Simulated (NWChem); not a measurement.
# CClF (SMILES F[C]Cl): ROBP86-D3(0)/6-31G

Wanted: a structure relaxation of CClF. 

Program for the calculation: NWChem 7.3.0.

4 further runs of the same task are left out: 3 that didn't finish, 1 set aside as unsound or not needed.

## (1) The system as given

CClF: 3 atoms, total charge 0, spin state triplet. SMILES: `F[C]Cl`. The C2–Cl3 distance was set to 3.288 Å, away from the relaxed value. At this shape a bond of the SMILES string is far longer than usual. The run starts from this shape.

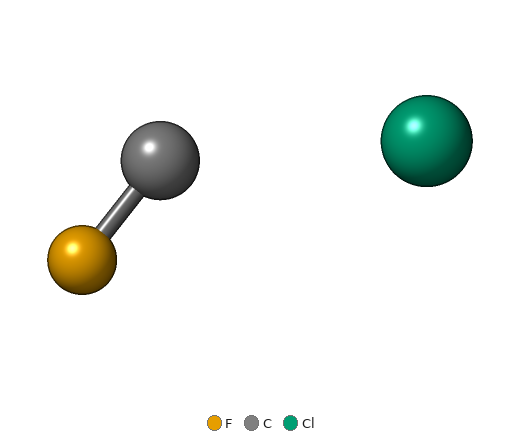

The structure, seen from a chosen angle (fluorine amber, carbon grey, chlorine teal).

## (2) A structure relaxation at ROBP86-D3(0)/6-31G

Contents of geom.nw:

```
start geom
title "CClF optimise"
memory stack 880 mb heap 220 mb global 1100 mb

geometry noautosym
 zmatrix
   F
   C 1 r2
   Cl 2 r3 1 a3
 variables
   r2 1.331833
   r3 3.288226
   a3 123.82479
 end
end

basis "ao basis" cartesian
 * library 6-31G
end

dft
 xc becke88 perdew86
 mult 3
 rodft
 cgmin
 disp vdw 3
 grid fine
 maxiter 100
 noprint "final vectors analysis"
end

driver
 loose
 maxiter 50
end

task dft optimize
```

Run with:

```bash
$ nwchem geom.nw > geom.out
```

Log:

```text
[...]
          Wavefunction type:  restricted open shell.
          No. of atoms     :     3
          No. of electrons :    32
[...]
          Charge           :     0
          Spin multiplicity:     3
[...]
          AO basis - number of functions:    31
[...]
              XC Information
              --------------
                    Becke 1988 Exchange Functional  1.000
                Perdew 1981 Correlation Functional  1.000 local
                Perdew 1986 Correlation Functional  1.000 non-local
[...]
         Total DFT energy =     -597.898780974931
[...]
  wavefunction    = open shell
[...]
@    0    -597.89878097  0.0D+00  0.01671  0.00999  0.00000  0.00000      9.0
[...]
         Total DFT energy =     -597.900320788163
[...]
@    1    -597.90241708 -3.6D-03  0.03106  0.01876  0.18726  0.34360     12.8
[...]
@   11    -597.95637319 -1.8D-04  0.00360  0.00268  0.01509  0.02681     54.0
[...]
         Total DFT energy =     -597.956479812350
[...]
         Total DFT energy =     -597.956490847285
[...]
@   12    -597.95649085 -1.2D-04  0.00155  0.00092  0.01533  0.02948     56.9
[...]
         Total DFT energy =     -597.956499066531
[...]
         Total DFT energy =     -597.956499303101
      One electron energy =     -982.944161539348
           Coulomb energy =      349.454016396834
    Exchange-Corr. energy =      -44.047510808715
 Nuclear repulsion energy =       79.581156648128
    Dispersion correction =       -0.000496131307
[...]
                         DFT ENERGY GRADIENTS
    atom               coordinates                        gradient
                 x          y          z           x          y          z
   1 F      -2.183150   0.000000  -3.075766   -0.000024  -0.000000   0.000033
   2 C      -1.942462   0.000000  -0.491503    0.000065   0.000000  -0.000034
   3 Cl      1.060607   0.000000   1.120256   -0.000041  -0.000000   0.000001
[...]
@   13    -597.95649930 -8.5D-06  0.00004  0.00003  0.00336  0.00621     59.0
[...]
      Optimization converged
[...]
@   13    -597.95649930 -8.5D-06  0.00004  0.00003  0.00336  0.00621     59.0
[...]
```

Wall time 60 s (1 thread of INTEL XEON PLATINUM 8581C at 2.30GHz (Emerald Rapids), shared host); peak memory 0.12 GiB.

The path in brief:

| step | energy from the first frame kept (eV) |
| --- | --- |
| 0 | 0.0000 |
| 1 | -0.0989 |
| 2 | -0.3269 |
| 3 | -0.4044 |
| 4 | -0.5247 |
| 5 | -0.6790 |
| 6 | -0.8340 |
| 7 | -1.0647 |
| 8 | -1.5433 |
| 9 | -1.5597 |
| 10 | -1.5623 |
| 11 | -1.5672 |
| 12 | -1.5704 |
| 13 | -1.5706 |

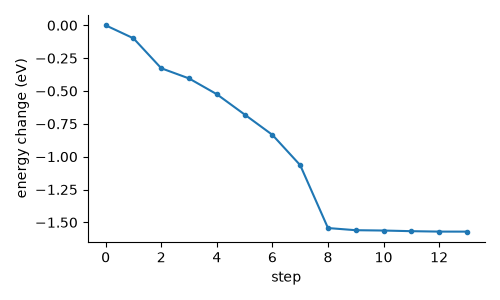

Energy along the run.

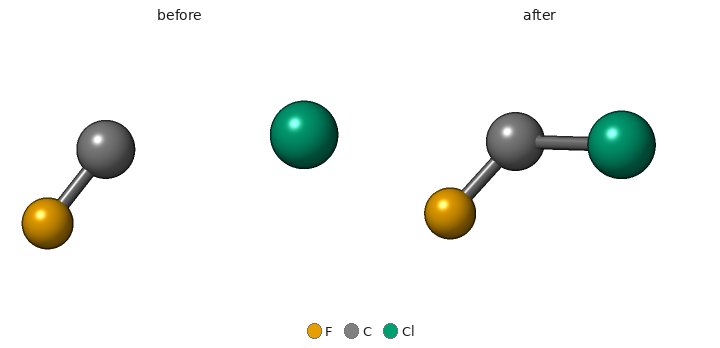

Before and after, at one scale.

After the run. Bond lengths: F1–C2 1.373 Å, C2–Cl3 1.804 Å. Angles: F1–C2–Cl3 123.5°.

## (3) Summary of results

At ROBP86-D3(0)/6-31G:

```
               quantity          value
total energy at the end  -597.95650 Eh
      dispersion energy   -1.30 kJ/mol
```

What this shows: At the final geometry: Bond lengths: F1–C2 1.373 Å, C2–Cl3 1.804 Å. Angles: F1–C2–Cl3 123.5°. The optimisation took 14 steps and changed the energy by -1.571 eV. Bonds broke or formed on the way.
